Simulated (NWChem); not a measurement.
**As2 (SMILES [As]#[As]) at 6 levels**

Aim: a comparison of 6 runs (HF/def2-SVP, HF/pcseg-2, HF/def2-TZVPPD, B3LYP/6-31G*, CCSD(T)/def2-TZVPPD) of As2. 

The calculation is run with NWChem 7.3.0.

1 further run of the same task is left out (set aside as unsound or not needed). Runs told in other sessions of the task aren't counted.

**1. Starting point**

As2: 2 atoms, total charge 0, spin state singlet. As SMILES, `[As]#[As]`. Geometry: relaxed at PBE0-D4/def2-TZVP.

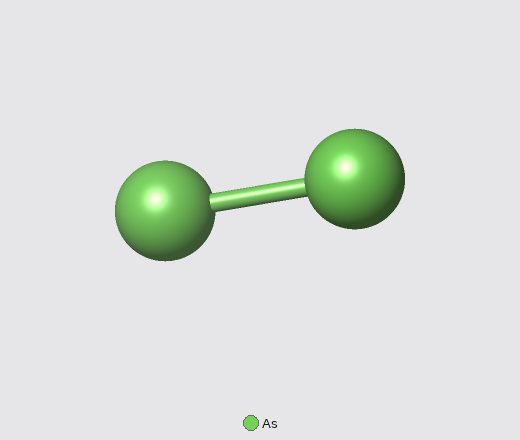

The structure, seen from a chosen angle (arsenic green).

**2. Energy and forces at HF/def2-SVP (run 1)**

as2.nw

```
start as2
memory 2200 mb
geometry units bohr noautosym nocenter noautoz
  As   0.00000000   0.00000000   0.00468652
  As   0.00000000   0.00000000   3.95234329
end
basis spherical bse
  * library def2-SVP
end
scf
  thresh 1e-08
  maxiter 80
  noprint "final vectors analysis"
end
task scf gradient
```

Launch:

```bash
$ nwchem as2.nw > as2.out
```

Standard output:

```text
[...]
  functions       =    64
[...]
  wavefunction    = RHF
[...]
         Total SCF energy =  -4467.850078232279
      One-electron energy =  -6779.666791516254
      Two-electron energy =   2035.956864404560
 Nuclear repulsion energy =    275.859848879415
        Time for solution =      4.9s
[...]
                         RHF ENERGY GRADIENTS
    atom               coordinates                        gradient
                 x          y          z           x          y          z
   1 As      0.000000   0.000000   0.004687   -0.000000  -0.000000  -0.020846
   2 As      0.000000   0.000000   3.952343    0.000000   0.000000   0.020846
[...]
```

Run time: 7.2 s. Hardware: 1 thread of Intel Xeon 6975P-C (Granite Rapids), shared host; peak memory 0.099 GiB.

**3. Energy and forces at HF/pcseg-2 (run 2)**

run.py

```python
from ase import Atoms
from ase.calculators.nwchem import NWChem

molecule = Atoms('AsAs', positions=[
    [0.000000, -0.000000, 0.002480],
    [-0.000000, 0.000000, 2.091490],
])

calc = NWChem(
    label='sp',
    theory='scf',
    memory='2200 mb',
    basis='pcseg-2',
    basispar='spherical bse',
    scf={'nopen': '0', 'rhf': None, 'thresh': '1e-08', 'maxiter': '80', 'print': 'low'},
)
molecule.calc = calc

forces = molecule.get_forces()
print(f"energy = {molecule.get_potential_energy():.6f} eV")
print("forces (eV/A):")
for s, f in zip(molecule.symbols, forces):
    print(f"{s:2s} {f[0]:10.5f} {f[1]:10.5f} {f[2]:10.5f}")
```

Launch:

```bash
$ export ASE_NWCHEM_COMMAND="nwchem PREFIX.nwi > PREFIX.nwo"
$ python run.py
```

Standard output:

```text
energy = -121592.354562 eV
forces (eV/A):
As    0.00000   -0.00000    0.84872
As   -0.00000    0.00000   -0.84872
```

The calculator wrote sp.nwi:

```
title "sp"

permanent_dir sp

scratch_dir sp

start sp

geometry units angstrom nocenter noautosym noautoz
  As 0.0000000000000000e+00 -0.0000000000000000e+00 2.4800000000000000e-03
  As -0.0000000000000000e+00 0.0000000000000000e+00 2.0914899999999998e+00
end

memory 2200 mb

basis spherical bse noprint
   * library pcseg-2
end

scf
  nopen 0
  rhf
  thresh 1e-08
  maxiter 80
  print low
end

task scf gradient
```

sp.nwo:

```text
Northwest Computational Chemistry Package (NWChem) 7.3.0
             --------------------------------------------------------

           Job information
           ---------------

    nwchem branch   = 7.3.0
    use scalapack   = T
    input           = sp.nwi
    prefix          = sp.
    data base       = sp/sp.db
    status          = startup
    nproc           =        1

           Memory information
           ------------------

    heap     =     72089594 doubles =      550.0 Mbytes
    stack    =     72089599 doubles =      550.0 Mbytes
    global   =    144179200 doubles =     1100.0 Mbytes (distinct from heap & stack)
    total    =    288358393 doubles =     2200.0 Mbytes
    verify   = yes
    hardfail = no

           Directory information
           ---------------------

  0 permanent = sp
  0 scratch   = sp

                                NWChem Input Module
                                -------------------

                                        sp
                                        --

[... 20 lines left out ...]
            Nuclear Dipole moment (a.u.)
[... 22 lines left out ...]
                                 NWChem SCF Module
                                 -----------------

                                        sp

  ao basis        = "ao basis"
  functions       =    86
  atoms           =     2
  closed shells   =    33
  open shells     =     0
  charge          =   0.00
  wavefunction    = RHF
  input vectors   = atomic
  output vectors  = sp/sp.movecs
  use symmetry    = F
  symmetry adapt  = F

 Forming initial guess at       0.1s

 Starting SCF solution at       1.5s

       Final RHF  results
       ------------------

         Total SCF energy =  -4468.436648294015
      One-electron energy =  -6783.108606026666
      Two-electron energy =   2038.812089105564
 Nuclear repulsion energy =    275.859868627087

        Time for solution =     29.0s

                              NWChem Gradients Module
                              -----------------------

                         RHF ENERGY GRADIENTS

    atom               coordinates                        gradient
                 x          y          z           x          y          z
   1 As      0.000000   0.000000   0.004687   -0.000000   0.000000  -0.016505
   2 As      0.000000   0.000000   3.952343    0.000000  -0.000000   0.016505

 Task  times  cpu:       36.0s     wall:       36.0s
 Total times  cpu:       36.1s     wall:       36.1s
```

Wall time 37 s (1 thread of Intel Xeon 6975P-C (Granite Rapids), shared host); peak memory 0.12 GiB.

Run 3 isn't shown in full; the table further down has it.

**4. Energy and forces at B3LYP/6-31G(d) (spherical functions) (run 4)**

as2.nw

```
echo
start as2
title "As2"
memory total 2200 mb

geometry units angstroms noautosym nocenter noautoz
  As     0.000000     0.000000     0.002480
  As     0.000000     0.000000     2.091490
end

basis "ao basis" spherical bse
  * library 6-31G*
end

dft
  xc b3lyp
  grid xfine
  convergence energy 1e-08
  maxiter 100
  mulliken
end

task dft gradient
```

Launch:

```bash
$ nwchem as2.nw > as2.out
```

Standard output:

```text
[...]
          Wavefunction type:  closed shell.
          No. of atoms     :     2
          No. of electrons :    66
[...]
          Charge           :     0
          Spin multiplicity:     1
[...]
          AO basis - number of functions:    64
[...]
              XC Information
              --------------
                         B3LYP Method XC Potential
                     Hartree-Fock (Exact) Exchange  0.200
                        Slater Exchange Functional  0.800 local
                    Becke 1988 Exchange Functional  0.720 non-local
              Lee-Yang-Parr Correlation Functional  0.810
                  VWN I RPA Correlation Functional  0.190 local
[...]
 d= 0,ls=0.0,diis     1  -4471.2458820973 -4.75D+03  9.30D-03  1.68D-01     1.5
[...]
 d= 0,ls=0.0,diis     7  -4471.2646465578 -4.39D-10  1.30D-06  6.71D-09     7.3
         Total DFT energy =    -4471.264646557837
      One electron energy =    -6777.508027666815
           Coulomb energy =     2196.515249400314
    Exchange-Corr. energy =     -166.131736918423
 Nuclear repulsion energy =      275.859868627087
[...]
      Total Density - Mulliken Population Analysis
     ---------------------------------------------
    Atom       Charge   Shell Charges
 -----------   ------   -------------------------------------------------------
    1 As  33    33.00   2.00  2.00  6.00  2.00  5.98  1.58  2.29  0.34  0.75  6.89  2.94  0.23
    2 As  33    33.00   2.00  2.00  6.00  2.00  5.98  1.58  2.29  0.34  0.75  6.89  2.94  0.23
[...]
  wavefunction    = closed shell
                         DFT ENERGY GRADIENTS
    atom               coordinates                        gradient
                 x          y          z           x          y          z
   1 As      0.000000   0.000000   0.004687    0.000000   0.000000   0.016859
   2 As      0.000000   0.000000   3.952343   -0.000000  -0.000000  -0.016859
[...]
```

Wall time 10 s (1 thread of Intel Xeon 6975P-C (Granite Rapids), shared host); peak memory 0.12 GiB.

Run 5 isn't shown in full; the table further down has it.

**5. A single-point energy at CCSD(T)/def2-TZVPPD (run 6)**

calc.nw

```
start calc
title "As2 energy"
memory total 2200 mb
charge 0
geometry units angstrom noautosym nocenter noautoz
   As     0.000000     0.000000     0.002480
   As     0.000000     0.000000     2.091490
end
basis spherical bse
   * library def2-TZVPPD
end
scf
   thresh 1e-08
   maxiter 80
   noprint "final vectors analysis"
end
ccsd
   freeze core 18
   maxiter 60
end
task ccsd(t) energy
```

Launch:

```bash
$ nwchem calc.nw > calc.out
```

Standard output:

```text
[...]
  functions       =   108
[...]
  wavefunction    = RHF
[...]
         Total SCF energy =  -4468.409080035026
      One-electron energy =  -6780.492826035877
      Two-electron energy =   2036.223877373764
 Nuclear repulsion energy =    275.859868627087
        Time for solution =     26.2s
[...]
 Total MP2 energy:          -4468.922845957993559
[...]
             energy      energy      error      ampl     ampl      Block
                                                time     time      time
[...]
 Total CCSD energy:          -4468.914756417939316
[...]
 Total CCSD+T(CCSD) energy:          -4468.943701837157278
[...]
 Total CCSD(T) energy:               -4468.942209543699391
[...]
```

Run time: 4.1 min. Hardware: 1 thread of Intel Xeon 6975P-C (Granite Rapids), shared host; peak memory 0.4 GiB.

**6. All runs side by side**

| run | level | iteration cap | module | energy (Eh) | dipole moment (D) of the reference | largest force (eV/Å) | wall time |
| --- | --- | --- | --- | --- | --- | --- | --- |
| 1 | HF/def2-SVP | 80 | scf | -4467.850078 | 0.00 | 1.072 | 7.2 s |
| 2 | HF/pcseg-2 | 80 | scf | -4468.436648 | – | 0.849 | 37 s |
| 3 | HF/def2-TZVPPD | 80 | scf | -4468.409080 | 0.00 | 1.043 | 36 s |
| 4 | B3LYP/6-31G* (spherical functions) | 100 | dft | -4471.264647 | 0.00 | 0.867 | 10 s |
| 5 | B3LYP/6-31G* (Cartesian functions) | 100 | dft | -4471.278025 | 0.00 | 0.864 | 13 s |
| 6 | CCSD(T)/def2-TZVPPD | 80 | ccsd(t) | -4468.942210 | – | – | 4.1 min |

**7. Results**

| quantity | value |
| --- | --- |
| run 6: total energy | -4468.94221 Eh |
| run 6: correlation energy (18 core orbitals frozen) | -533.1 mEh |
| run 6: (T) correction | -27.45 mEh |

In words: Over runs 3, 4, 5 the HOMO–LUMO gap runs from 4.43 eV (B3LYP/6-31G*) to 9.51 eV (HF/def2-TZVPPD). The two ends differ in method and basis. All runs together took 5.8 min, the longest 4.1 min.
